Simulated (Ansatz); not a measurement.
**Molecular dynamics, with input and output: SnH4SCl2O (part 4 of 4)**

The same run, continued: SnH4SCl2O; RKS BHLYP-D4/def2-SVP (Ansatz 0.2.0). It belongs to a series of runs on one base structure; here: dynamics from the highest image of the converged band.

Geometry of the input (Å):
```
Sn 0.0899  -0.2806  -0.0474
O  -0.0465  -0.2851  2.0387
H  -0.5646  0.2611  2.6317
Cl 2.0873  0.5096  -0.9934
H  -0.9475  1.0579  -0.2184
Cl -1.1053  -1.9363  -1.2292
S  1.4931  -2.2625  1.1612
H  0.5180  -3.1705  1.0046
H  0.6920  -1.3309  2.1187
```

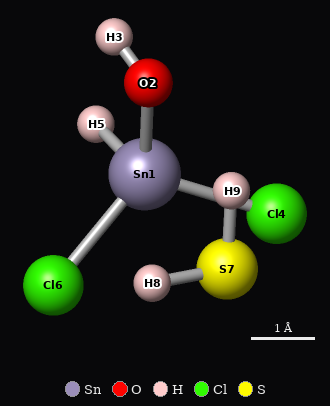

*The geometry at step 157 of the log (ball-and-stick view, seen at an oblique angle; atoms are numbered from 1 in the order of the input).*

## Trajectory as extended XYZ, continued
```
9
Properties=species:S:1:pos:R:3:forces:R:3 step=115 time_fs=57.5 energy=-43810.94754 temperature=467.7
Sn    0.0251   -0.2164   -0.0491   -0.1180   1.1941  -0.4330
O    -0.1789   -0.0408    1.9019    0.1047  -0.3625   0.1514
H    -0.8595    0.5588    2.2127    0.0956  -0.0153  -0.2899
Cl    2.1334    0.4398   -0.9004   -0.0387  -0.3690   0.2419
H    -0.8174    1.1268   -0.7441   -0.0749  -0.2710   0.2878
Cl   -1.0547   -1.9800   -1.1510    0.0930  -0.2762   0.1235
S     1.6632   -2.4734    1.0639   -0.3867  -0.5801  -0.3967
H     0.6942   -3.4274    1.1629    0.3864   0.4448  -0.0937
H     1.6056   -2.1783    2.3551   -0.0615   0.2352   0.4086
9
Properties=species:S:1:pos:R:3:forces:R:3 step=119 time_fs=59.5 energy=-43810.96420 temperature=485.9
Sn    0.0207   -0.2111   -0.0520    0.1079   0.9546  -0.0976
O    -0.1834   -0.0313    1.9154    0.1031  -0.3674  -0.3099
H    -0.8873    0.5683    2.1653    0.0604   0.0180  -0.1250
Cl    2.1343    0.4335   -0.8954   -0.0117  -0.3607   0.2404
H    -0.7901    1.1159   -0.7677   -0.2420  -0.0689   0.2347
Cl   -1.0483   -1.9826   -1.1453    0.0569  -0.2938   0.1110
S     1.6734   -2.4884    1.0578   -0.0699  -0.0012   0.2677
H     0.7110   -3.4169    1.1706   -0.0122   0.0368  -0.0807
H     1.5968   -2.1631    2.3651    0.0075   0.0826  -0.2406
9
Properties=species:S:1:pos:R:3:forces:R:3 step=123 time_fs=61.5 energy=-43810.94159 temperature=461.2
Sn    0.0163   -0.2056   -0.0549    0.3456   0.6694   0.2219
O    -0.1876   -0.0227    1.9282   -0.0066  -0.2810  -0.7125
H    -0.9124    0.5781    2.1131    0.1199  -0.0292   0.0324
Cl    2.1351    0.4269   -0.8902    0.0052  -0.3454   0.2346
H    -0.7722    1.1024   -0.7825   -0.4057   0.1638   0.1487
Cl   -1.0418   -1.9855   -1.1395    0.0258  -0.3072   0.0992
S     1.6836   -2.5034    1.0519    0.3198   0.5839   0.6599
H     0.7270   -3.4051    1.1753   -0.4715  -0.4118  -0.0371
H     1.5882   -2.1447    2.3666    0.0675  -0.0425  -0.6470
9
Properties=species:S:1:pos:R:3:forces:R:3 step=128 time_fs=64.0 energy=-43810.92616 temperature=444.0
Sn    0.0110   -0.1984   -0.0584    0.5327   0.4421   0.4867
O    -0.1929   -0.0129    1.9417   -0.1744  -0.1490  -1.1537
H    -0.9368    0.5884    2.0503    0.2224  -0.1087   0.2410
Cl    2.1362    0.4181   -0.8833    0.0047  -0.3168   0.2240
H    -0.7716    1.0947   -0.7930   -0.4884   0.3041   0.1011
Cl   -1.0338   -1.9897   -1.1321   -0.0055  -0.3103   0.0851
S     1.6968   -2.5213    1.0457    0.1910   0.4545   0.4300
H     0.7233   -3.4108    1.1790   -0.3547  -0.3076  -0.0425
H     1.5810   -2.1234    2.3364    0.0722  -0.0083  -0.3718
9
Properties=species:S:1:pos:R:3:forces:R:3 step=132 time_fs=66.0 energy=-43810.91746 temperature=434.4
Sn    0.0070   -0.1925   -0.0611    0.5297   0.4570   0.5434
O    -0.1976   -0.0055    1.9494   -0.1176  -0.1946  -1.4476
H    -0.9475    0.5925    2.0099    0.1269  -0.0298   0.4057
Cl    2.1371    0.4106   -0.8776   -0.0152  -0.2871   0.2138
H    -0.7917    1.1008   -0.7967   -0.4058   0.2101   0.1606
Cl   -1.0273   -1.9933   -1.1260   -0.0231  -0.2999   0.0748
S     1.7076   -2.5350    1.0412   -0.2728  -0.1707  -0.1228
H     0.7055   -3.4284    1.1801    0.1661   0.1603  -0.0861
H     1.5782   -2.1066    2.2960    0.0120   0.1548   0.2581
9
Properties=species:S:1:pos:R:3:forces:R:3 step=136 time_fs=68.0 energy=-43810.90112 temperature=416.6
Sn    0.0031   -0.1864   -0.0636    0.4103   0.5967   0.5088
O    -0.2026    0.0015    1.9537    0.0171  -0.2973  -1.6282
H    -0.9534    0.5956    1.9847   -0.0203   0.0862   0.5050
Cl    2.1379    0.4029   -0.8716   -0.0476  -0.2526   0.2016
H    -0.8270    1.1145   -0.7941   -0.2286  -0.0013   0.2661
Cl   -1.0208   -1.9973   -1.1199   -0.0330  -0.2810   0.0661
S     1.7181   -2.5488    1.0367   -0.5372  -0.5297  -0.4252
H     0.6933   -3.4405    1.1781    0.4831   0.4370  -0.0907
H     1.5759   -2.0841    2.2647   -0.0437   0.2418   0.5966
9
Properties=species:S:1:pos:R:3:forces:R:3 step=140 time_fs=70.0 energy=-43810.91679 temperature=433.7
Sn   -0.0006   -0.1801   -0.0659    0.2364   0.7493   0.4650
O    -0.2075    0.0077    1.9541    0.0186  -0.2908  -1.6728
H    -0.9597    0.6016    1.9786    0.0029   0.0638   0.5126
Cl    2.1387    0.3948   -0.8654   -0.0845  -0.2148   0.1866
H    -0.8710    1.1283   -0.7814   -0.0365  -0.2024   0.3408
Cl   -1.0144   -2.0017   -1.1137   -0.0347  -0.2577   0.0595
S     1.7280   -2.5633    1.0317   -0.4168  -0.2331  -0.1086
H     0.6982   -3.4371    1.1727    0.3403   0.3148  -0.0319
H     1.5722   -2.0532    2.2539   -0.0257   0.0709   0.2486
9
Properties=species:S:1:pos:R:3:forces:R:3 step=145 time_fs=72.5 energy=-43810.93944 temperature=458.7
Sn   -0.0052   -0.1719   -0.0686    0.0299   0.8308   0.4676
O    -0.2136    0.0145    1.9489   -0.0533  -0.2204  -1.5481
H    -0.9662    0.6116    1.9980    0.1604  -0.0705   0.4027
Cl    2.1395    0.3845   -0.8573   -0.1274  -0.1661   0.1660
H    -0.9276    1.1345   -0.7476    0.1247  -0.3035   0.3187
Cl   -1.0065   -2.0074   -1.1059   -0.0263  -0.2250   0.0548
S     1.7398   -2.5816    1.0253    0.1466   0.6436   0.4763
H     0.7190   -3.4189    1.1649   -0.3023  -0.2120   0.0918
H     1.5665   -2.0125    2.2504    0.0477  -0.2770  -0.4299
9
Properties=species:S:1:pos:R:3:forces:R:3 step=149 time_fs=74.5 energy=-43810.96106 temperature=482.7
Sn   -0.0088   -0.1650   -0.0706   -0.0819   0.7686   0.5140
O    -0.2187    0.0194    1.9406    0.0618  -0.2982  -1.3357
H    -0.9654    0.6173    2.0310    0.1474  -0.0710   0.2551
Cl    2.1401    0.3760   -0.8506   -0.1548  -0.1284   0.1499
H    -0.9681    1.1270   -0.7069    0.1512  -0.2305   0.2015
Cl   -1.0001   -2.0123   -1.0996   -0.0135  -0.1947   0.0535
S     1.7493   -2.5954    1.0208    0.3908   0.9264   0.5417
H     0.7254   -3.4111    1.1622   -0.5644  -0.4135   0.1401
H     1.5637   -1.9903    2.2322    0.0634  -0.3586  -0.5200
9
Properties=species:S:1:pos:R:3:forces:R:3 step=153 time_fs=76.5 energy=-43810.99931 temperature=524.7
Sn   -0.0125   -0.1579   -0.0724   -0.1342   0.6081   0.5647
O    -0.2235    0.0235    1.9290    0.2572  -0.4400  -1.0555
H    -0.9592    0.6204    2.0738    0.0685  -0.0192   0.0929
Cl    2.1404    0.3673   -0.8438   -0.1751  -0.0928   0.1349
H    -1.0031    1.1110   -0.6586    0.0892  -0.0481   0.0234
Cl   -0.9938   -2.0174   -1.0932    0.0020  -0.1595   0.0536
S     1.7593   -2.6083    1.0169    0.0857   0.4542   0.2107
H     0.7122   -3.4176    1.1644   -0.2058  -0.1318   0.0873
H     1.5632   -1.9810    2.1957    0.0124  -0.1708  -0.1121
9
Properties=species:S:1:pos:R:3:forces:R:3 step=157 time_fs=78.5 energy=-43810.99835 temperature=523.8
Sn   -0.0162   -0.1506   -0.0740   -0.1552   0.4150   0.5662
O    -0.2278    0.0265    1.9149    0.3462  -0.4966  -0.7003
H    -0.9500    0.6225    2.1201    0.0916  -0.0492  -0.0857
Cl    2.1406    0.3586   -0.8369   -0.1889  -0.0591   0.1204
H    -1.0349    1.0932   -0.6095   -0.0119   0.1636  -0.1647
Cl   -0.9875   -2.0227   -1.0867    0.0193  -0.1191   0.0558
S     1.7693   -2.6206    1.0132   -0.3708  -0.2671  -0.2484
H     0.6917   -3.4288    1.1699    0.3398   0.2666  -0.0056
H     1.5629   -1.9778    2.1554   -0.0701   0.1459   0.4623
9
Properties=species:S:1:pos:R:3:forces:R:3 step=162 time_fs=81.0 energy=-43810.97568 temperature=498.9
Sn   -0.0209   -0.1413   -0.0758   -0.2378   0.2746   0.4209
O    -0.2319    0.0287    1.8951    0.4065  -0.5265  -0.2048
H    -0.9332    0.6222    2.1726    0.1375  -0.0996  -0.2830
Cl    2.1405    0.3476   -0.8280   -0.1989  -0.0185   0.1010
H    -1.0752    1.0802   -0.5575   -0.0587   0.2990  -0.3261
Cl   -0.9795   -2.0295   -1.0786    0.0424  -0.0610   0.0638
S     1.7812   -2.6364    1.0083   -0.5438  -0.4315  -0.2265
H     0.6841   -3.4289    1.1763    0.5117   0.3554  -0.0620
H     1.5591   -1.9662    2.1291   -0.0588   0.2082   0.5168
9
Properties=species:S:1:pos:R:3:forces:R:3 step=166 time_fs=83.0 energy=-43810.96934 temperature=491.6
Sn   -0.0248   -0.1338   -0.0771   -0.4036   0.3038   0.1728
O    -0.2341    0.0290    1.8785    0.5721  -0.6556   0.1221
H    -0.9143    0.6181    2.2033    0.0160  -0.0020  -0.3261
Cl    2.1402    0.3387   -0.8208   -0.2001   0.0128   0.0839
H    -1.1096    1.0818   -0.5292    0.0379   0.2325  -0.3652
Cl   -0.9731   -2.0350   -1.0720    0.0604  -0.0086   0.0752
S     1.7901   -2.6496    1.0040   -0.2648   0.1656   0.2795
H     0.6984   -3.4147    1.1791    0.1119   0.0390  -0.0284
H     1.5537   -1.9488    2.1290    0.0701  -0.0875  -0.0138
9
Properties=species:S:1:pos:R:3:forces:R:3 step=170 time_fs=85.0 energy=-43810.93961 temperature=459.0
Sn   -0.0288   -0.1261   -0.0783   -0.6175   0.4028  -0.1592
O    -0.2350    0.0277    1.8623    0.7138  -0.7742   0.4087
H    -0.8950    0.6140    2.2217   -0.1195   0.1150  -0.3019
Cl    2.1397    0.3299   -0.8134   -0.1927   0.0425   0.0656
H    -1.1423    1.0921   -0.5148    0.2130   0.0676  -0.3465
Cl   -0.9667   -2.0405   -1.0653    0.0755   0.0475   0.0893
S     1.7986   -2.6626    1.0001    0.1744   0.7958   0.6432
H     0.7165   -3.3993    1.1809   -0.4317  -0.3588   0.0357
H     1.5510   -1.9346    2.1289    0.1847  -0.3381  -0.4349
9
Properties=species:S:1:pos:R:3:forces:R:3 step=174 time_fs=87.0 energy=-43810.92404 temperature=441.8
Sn   -0.0330   -0.1183   -0.0796   -0.7902   0.4717  -0.5303
O    -0.2341    0.0245    1.8470    0.6619  -0.7288   0.7542
H    -0.8796    0.6139    2.2284   -0.0958   0.0940  -0.3193
Cl    2.1390    0.3211   -0.8060   -0.1746   0.0692   0.0467
H    -1.1669    1.1049   -0.5136    0.3719  -0.0891  -0.3065
Cl   -0.9601   -2.0460   -1.0586    0.0850   0.1049   0.1029
S     1.8073   -2.6747    0.9969    0.2417   0.8062   0.6212
H     0.7196   -3.3966    1.1839   -0.4989  -0.4152   0.0321
H     1.5550   -1.9325    2.1135    0.1992  -0.3131  -0.4010
9
Properties=species:S:1:pos:R:3:forces:R:3 step=179 time_fs=89.5 energy=-43810.93275 temperature=451.3
Sn   -0.0386   -0.1084   -0.0814   -0.8453   0.4124  -0.9814
O    -0.2309    0.0182    1.8306    0.4996  -0.5855   1.1665
H    -0.8650    0.6182    2.2194   -0.0092   0.0123  -0.3281
Cl    2.1378    0.3103   -0.7967   -0.1387   0.0973   0.0239
H    -1.1776    1.1162   -0.5284    0.4410  -0.1622  -0.2633
Cl   -0.9518   -2.0527   -1.0499    0.0880   0.1748   0.1177
S     1.8185   -2.6886    0.9939   -0.2644  -0.0442   0.1464
H     0.7012   -3.4125    1.1886    0.1559   0.0117  -0.0795
H     1.5699   -1.9444    2.0762    0.0732   0.0833   0.1977
9
Properties=species:S:1:pos:R:3:forces:R:3 step=183 time_fs=91.5 energy=-43810.93297 temperature=451.7
Sn   -0.0433   -0.1002   -0.0833   -0.7352   0.2275  -1.2817
O    -0.2269    0.0115    1.8206    0.4659  -0.5625   1.3431
H    -0.8543    0.6227    2.1984   -0.0623   0.0608  -0.2218
Cl    2.1367    0.3017   -0.7892   -0.1027   0.1156   0.0068
H    -1.1677    1.1187   -0.5517    0.3675  -0.0974  -0.2469
Cl   -0.9450   -2.0578   -1.0429    0.0850   0.2257   0.1288
S     1.8272   -2.6997    0.9917   -0.5419  -0.5921  -0.1892
H     0.6904   -3.4265    1.1895    0.5526   0.2759  -0.1302
H     1.5854   -1.9518    2.0527   -0.0289   0.3465   0.5910
9
Properties=species:S:1:pos:R:3:forces:R:3 step=187 time_fs=93.5 energy=-43810.96131 temperature=482.9
Sn   -0.0484   -0.0921   -0.0855   -0.5185  -0.0489  -1.4969
O    -0.2217    0.0034    1.8137    0.3986  -0.5074   1.4358
H    -0.8459    0.6296    2.1690   -0.0987   0.0940  -0.0969
Cl    2.1354    0.2933   -0.7818   -0.0616   0.1310  -0.0099
H    -1.1439    1.1177   -0.5846    0.2072   0.0495  -0.2454
Cl   -0.9382   -2.0627   -1.0357    0.0778   0.2704   0.1396
S     1.8352   -2.7114    0.9893   -0.4426  -0.4133  -0.0391
H     0.6993   -3.4308    1.1856    0.4503   0.2292  -0.0852
H     1.6002   -1.9473    2.0499   -0.0125   0.1955   0.3979
9
Properties=species:S:1:pos:R:3:forces:R:3 step=191 time_fs=95.5 energy=-43810.98752 temperature=511.7
Sn   -0.0535   -0.0839   -0.0882   -0.2750  -0.3394  -1.6185
O    -0.2157   -0.0058    1.8103    0.1833  -0.2966   1.4863
H    -0.8408    0.6395    2.1356    0.0033  -0.0151  -0.0243
Cl    2.1341    0.2850   -0.7743   -0.0157   0.1439  -0.0258
H    -1.1123    1.1186   -0.6268    0.0326   0.2034  -0.2387
Cl   -0.9312   -2.0672   -1.0284    0.0661   0.3097   0.1492
S     1.8428   -2.7236    0.9870    0.0237   0.2846   0.3663
H     0.7241   -3.4273    1.1787   -0.0851  -0.0837   0.0367
H     1.6148   -1.9360    2.0612    0.0668  -0.2068  -0.1312
9
Properties=species:S:1:pos:R:3:forces:R:3 step=196 time_fs=98.0 energy=-43810.98980 temperature=514.5
Sn   -0.0601   -0.0739   -0.0924   -0.0791  -0.5712  -1.6636
O    -0.2076   -0.0183    1.8111   -0.0629  -0.0376   1.3308
H    -0.8338    0.6505    2.0932    0.1068  -0.1355   0.1135
Cl    2.1325    0.2748   -0.7650    0.0466   0.1562  -0.0428
H    -1.0711    1.1307   -0.6921   -0.0733   0.2570  -0.1641
Cl   -0.9225   -2.0725   -1.0190    0.0439   0.3563   0.1571
S     1.8524   -2.7382    0.9846    0.5258   0.8069   0.5535
H     0.7483   -3.4285    1.1726   -0.5962  -0.3732   0.1574
H     1.6365   -1.9337    2.0678    0.0885  -0.4589  -0.4418
9
Properties=species:S:1:pos:R:3:forces:R:3 step=200 time_fs=100.0 energy=-43811.00985 temperature=536.4
Sn   -0.0655   -0.0660   -0.0963   -0.0518  -0.5970  -1.6421
O    -0.2012   -0.0285    1.8153   -0.0952   0.0061   0.9970
H    -0.8243    0.6543    2.0639    0.0355  -0.0685   0.2957
Cl    2.1313    0.2669   -0.7576    0.0973   0.1631  -0.0529
H    -1.0408    1.1509   -0.7515   -0.0355   0.1414  -0.0243
Cl   -0.9154   -2.0762   -1.0113    0.0199   0.3932   0.1582
S     1.8606   -2.7490    0.9835    0.2985   0.3909   0.3159
H     0.7453   -3.4437    1.1738   -0.2824  -0.1619   0.1223
H     1.6574   -1.9500    2.0560    0.0138  -0.2673  -0.1697
```
